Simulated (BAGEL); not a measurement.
**A workflow on C4H10S (2-methyl-2-propanethiol)**

We compute a single-point energy (HF/6-31G*), then a single-point energy (NEVPT2(2,2)/6-31G*), then a single-point energy (CASPT2(2,2)/6-31G*) of C4H10S (2-methyl-2-propanethiol). 

The results are computed with BAGEL 1.2.2.

**1. The system as given**

The species is C4H10S (15 atoms), meant as a singlet with charge 0. SMILES: `CC(C)(C)S`. The C2–C4 distance was set to 2.891 Å, away from the relaxed value. At this shape a bond of the SMILES string is far longer than usual.

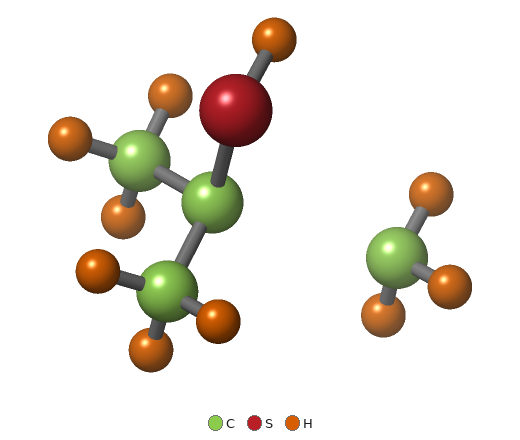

The structure, seen from a chosen angle (carbon green, sulfur red, hydrogen orange).

**2. A single-point energy at HF/6-31G(d) (density fitting with svp-jkfit, spherical functions) (run 1)**

Input file hf.json:

```json
{ "bagel": [

{
  "title": "molecule",
  "basis": "6-31gs.json",
  "df_basis": "svp-jkfit",
  "geometry": [
    { "atom": "C", "xyz": [    -2.48925686,     1.95930773,     3.20092204 ] },
    { "atom": "C", "xyz": [     0.17924430,     1.78664345,     2.14481081 ] },
    { "atom": "C", "xyz": [     1.97000547,     0.70027770,     4.12055726 ] },
    { "atom": "C", "xyz": [     0.26979620,    -1.26545510,    -2.38473988 ] },
    { "atom": "S", "xyz": [     1.40063099,     4.96287623,     1.46653141 ] },
    { "atom": "H", "xyz": [    -2.53907004,     3.12710178,     4.89950237 ] },
    { "atom": "H", "xyz": [    -3.78636487,     2.77839062,     1.81919210 ] },
    { "atom": "H", "xyz": [    -3.18401467,     0.06999735,     3.68180065 ] },
    { "atom": "H", "xyz": [     1.97901946,     1.85021384,     5.83451996 ] },
    { "atom": "H", "xyz": [     3.90071975,     0.58923739,     3.39934329 ] },
    { "atom": "H", "xyz": [     1.36215616,    -1.20796774,     4.62906367 ] },
    { "atom": "H", "xyz": [    -0.38015620,    -3.18371609,    -1.95907907 ] },
    { "atom": "H", "xyz": [     2.17554720,    -1.37772373,    -3.16377948 ] },
    { "atom": "H", "xyz": [    -0.97307667,    -0.48308959,    -3.83587947 ] },
    { "atom": "H", "xyz": [    -0.35700328,     5.59701162,    -0.25132413 ] }
  ]
},

{
  "title": "hf"
},

{
  "title": "print",
  "file": "orbitals.molden",
  "orbitals": "true"
}

]}
```

The basis set 6-31G* is read from a file made from the Basis Set Exchange's data (not shown).

On the command line:

```sh
$ BAGEL_NUM_THREADS=1 BAGEL hf.json > hf.out
```

Output:

```text
* using 1 threads per process

  ===============================================================
  ===============================================================

  *** Geometry ***

  { "atom" : "C", "xyz" : [     -2.489257,      1.959308,      3.200922 ] },
  { "atom" : "C", "xyz" : [      0.179244,      1.786643,      2.144811 ] },
  { "atom" : "C", "xyz" : [      1.970005,      0.700278,      4.120557 ] },
[... 11 lines of this table left out ...]
  { "atom" : "H", "xyz" : [     -0.357003,      5.597012,     -0.251324 ] },

  Number of auxiliary basis functions:      608

  Since a DF basis is specified, we compute 2- and 3-index integrals:
    o Being stored without compression. Storage requirement is 0.043 GB

  Number of basis functions:       94
  Number of electrons      :       50

    * METHOD: MOLECULE                             0.47

  *** RHF ***

  === Nuclear Repulsion ===
   221.0133072208

      * DIIS with orbital gradients will be used.

  === RHF iteration (6-31gs.json) ===
      0       -554.39562790          0.01432294           0.12
      1       -554.51632468          0.01050379           0.13
      2       -554.59448806          0.00301599           0.13
[... 12 lines of this table left out ...]
     15       -554.60465976          0.00000000           0.14
    * SCF iteration converged.

    * Permanent dipole moment:
           (    0.438076,     0.232652,    -0.192701) a.u.

    * METHOD: HF                                   2.35

    * METHOD: PRINT                                0.02

  ===============================================================
```

It took 3 s on 1 thread of Arm Neoverse V1, shared host; peak memory 0.17 GiB.

**3. A single-point energy at NEVPT2(2,2)/6-31G(d) (density fitting with svp-jkfit, spherical functions) (run 2)**

Input file input.json:

```json
{ "bagel": [

{
  "title": "molecule",
  "basis": "6-31gs.json",
  "df_basis": "svp-jkfit",
  "angstrom": "false",
  "geometry": [
    { "atom": "C", "xyz": [    -2.48925686,     1.95930773,     3.20092204 ] },
    { "atom": "C", "xyz": [     0.17924430,     1.78664345,     2.14481081 ] },
    { "atom": "C", "xyz": [     1.97000547,     0.70027770,     4.12055726 ] },
    { "atom": "C", "xyz": [     0.26979620,    -1.26545510,    -2.38473988 ] },
    { "atom": "S", "xyz": [     1.40063099,     4.96287623,     1.46653141 ] },
    { "atom": "H", "xyz": [    -2.53907004,     3.12710178,     4.89950237 ] },
    { "atom": "H", "xyz": [    -3.78636487,     2.77839062,     1.81919210 ] },
    { "atom": "H", "xyz": [    -3.18401467,     0.06999735,     3.68180065 ] },
    { "atom": "H", "xyz": [     1.97901946,     1.85021384,     5.83451996 ] },
    { "atom": "H", "xyz": [     3.90071975,     0.58923739,     3.39934329 ] },
    { "atom": "H", "xyz": [     1.36215616,    -1.20796774,     4.62906367 ] },
    { "atom": "H", "xyz": [    -0.38015620,    -3.18371609,    -1.95907907 ] },
    { "atom": "H", "xyz": [     2.17554720,    -1.37772373,    -3.16377948 ] },
    { "atom": "H", "xyz": [    -0.97307667,    -0.48308959,    -3.83587947 ] },
    { "atom": "H", "xyz": [    -0.35700328,     5.59701162,    -0.25132413 ] }
  ]
},

{
  "title": "hf"
},

{
  "title": "nevpt2",
  "nstate": 1,
  "nact": 2,
  "nclosed": 24,
  "active": [25, 26],
  "maxiter": 200,
  "natocc": "true",
  "ncore": 9
},

{
  "title": "print",
  "file": "orbitals.molden",
  "orbitals": "true"
}

]}
```

The basis set 6-31G* is read from a file made from the Basis Set Exchange's data (not shown).

On the command line:

```sh
$ BAGEL_NUM_THREADS=1 BAGEL input.json > input.out
```

Output:

```text
* using 1 threads per process

  ===============================================================
  ===============================================================

  *** Geometry ***

  { "atom" : "C", "xyz" : [     -2.489257,      1.959308,      3.200922 ] },
  { "atom" : "C", "xyz" : [      0.179244,      1.786643,      2.144811 ] },
  { "atom" : "C", "xyz" : [      1.970005,      0.700278,      4.120557 ] },
[... 11 lines of this table left out ...]
  { "atom" : "H", "xyz" : [     -0.357003,      5.597012,     -0.251324 ] },

[... 23 lines left out ...]
    * SCF iteration converged.
[... 1 line left out ...]
    * Permanent dipole moment:
[... 28 lines left out ...]
    * Second-order optimization converged. *
[... 9 lines left out ...]
     * ci vector, state   0, <S^2> = 0.0000
       2.     0.8809277278
       .2    -0.4732508197

  === DF-NEVPT2 calculation ===

    * 3-index integral transformation done
    * assembly done

      NEVPT2 correlation energy:   -0.6073515910      0.32

          (+0)     -0.5188643859
          (+0)'    -0.0172604510
          (+1)     -0.0180775630
          (+1)'    -0.0000000000
          (+2)     -0.0003257092
          (-1)     -0.0520527933
          (-1)'     0.0000000000
          (-2)     -0.0007706885

      NEVPT2 total energy:       -555.2965780280

    * METHOD: NEVPT2                               6.95

    * METHOD: PRINT                                0.02

  ===============================================================
```

It took 10 s on 1 thread of Arm Neoverse V1, shared host; peak memory 0.17 GiB.

**4. A single-point energy at CASPT2(2,2)/6-31G(d) (density fitting with svp-jkfit, spherical functions) (run 3)**

Input file input.json:

```json
{ "bagel" : [

{
  "title" : "molecule",
  "basis" : "6-31gs.json",
  "df_basis" : "svp-jkfit",
  "geometry" : [
    { "atom" : "C", "xyz" : [    -2.48925686,     1.95930773,     3.20092204 ] },
    { "atom" : "C", "xyz" : [     0.17924430,     1.78664345,     2.14481081 ] },
    { "atom" : "C", "xyz" : [     1.97000547,     0.70027770,     4.12055726 ] },
    { "atom" : "C", "xyz" : [     0.26979620,    -1.26545510,    -2.38473988 ] },
    { "atom" : "S", "xyz" : [     1.40063099,     4.96287623,     1.46653141 ] },
    { "atom" : "H", "xyz" : [    -2.53907004,     3.12710178,     4.89950237 ] },
    { "atom" : "H", "xyz" : [    -3.78636487,     2.77839062,     1.81919210 ] },
    { "atom" : "H", "xyz" : [    -3.18401467,     0.06999735,     3.68180065 ] },
    { "atom" : "H", "xyz" : [     1.97901946,     1.85021384,     5.83451996 ] },
    { "atom" : "H", "xyz" : [     3.90071975,     0.58923739,     3.39934329 ] },
    { "atom" : "H", "xyz" : [     1.36215616,    -1.20796774,     4.62906367 ] },
    { "atom" : "H", "xyz" : [    -0.38015620,    -3.18371609,    -1.95907907 ] },
    { "atom" : "H", "xyz" : [     2.17554720,    -1.37772373,    -3.16377948 ] },
    { "atom" : "H", "xyz" : [    -0.97307667,    -0.48308959,    -3.83587947 ] },
    { "atom" : "H", "xyz" : [    -0.35700328,     5.59701162,    -0.25132413 ] }
  ]
},

{
  "title" : "hf"
},

{
  "title" : "casscf",
  "nstate" : 1,
  "nact" : 2,
  "nclosed" : 24,
  "active" : [25, 26],
  "maxiter" : 200,
  "natocc" : true
},

{
  "title" : "print",
  "file" : "orbitals.molden",
  "orbitals" : true
},

{
  "title" : "smith",
  "method" : "caspt2",
  "ms" : true,
  "xms" : true,
  "sssr" : true,
  "shift" : 0.2,
  "shift_imag" : true,
  "ncore" : 9
}

]}
```

The basis set 6-31G* is read from a file made from the Basis Set Exchange's data (not shown).

On the command line:

```sh
$ BAGEL_NUM_THREADS=1 BAGEL input.json > input.out
```

Output:

```text
* using 1 threads per process

  ===============================================================
  ===============================================================

  *** Geometry ***

  { "atom" : "C", "xyz" : [     -2.489257,      1.959308,      3.200922 ] },
  { "atom" : "C", "xyz" : [      0.179244,      1.786643,      2.144811 ] },
  { "atom" : "C", "xyz" : [      1.970005,      0.700278,      4.120557 ] },
[... 11 lines of this table left out ...]
  { "atom" : "H", "xyz" : [     -0.357003,      5.597012,     -0.251324 ] },

[... 25 lines left out ...]
    * Permanent dipole moment:
[... 37 lines left out ...]
     * ci vector, state   0, <S^2> = 0.0000
[... 21 lines left out ...]
       #      aibj      arbs      arbi      airj      risj      airs      arst      rist         Etot      error   time
[... 8 lines left out ...]
      ------------------------------------------------------------------------------------------------------------------

    * CASPT2 energy : state  0     -555.3054249650
        w/o shift correction       -555.3015482261
        reference weight              0.8156160568

    * METHOD: SMITH                                1.16

  ===============================================================
```

Run time: 11 s. Hardware: 1 thread of Arm Neoverse V1, shared host; peak memory 0.31 GiB.

**5. Results**

```
                               quantity          value
         run 1, HF/6-31G*: total energy  -554.60466 Eh
        run 1, HF/6-31G*: dipole moment         1.35 D
          run 1, HF/6-31G*: HOMO energy       -7.33 eV
          run 1, HF/6-31G*: LUMO energy        1.10 eV
        run 1, HF/6-31G*: HOMO–LUMO gap        8.43 eV
run 2, NEVPT2(2,2)/6-31G*: total energy  -555.29658 Eh
run 3, CASPT2(2,2)/6-31G*: total energy  -555.30542 Eh
```

**Reading.** One bond (run 1, HF/6-31G*) is far stretched, which a spin-restricted single reference describes badly; a broken-symmetry solution may lie lower.
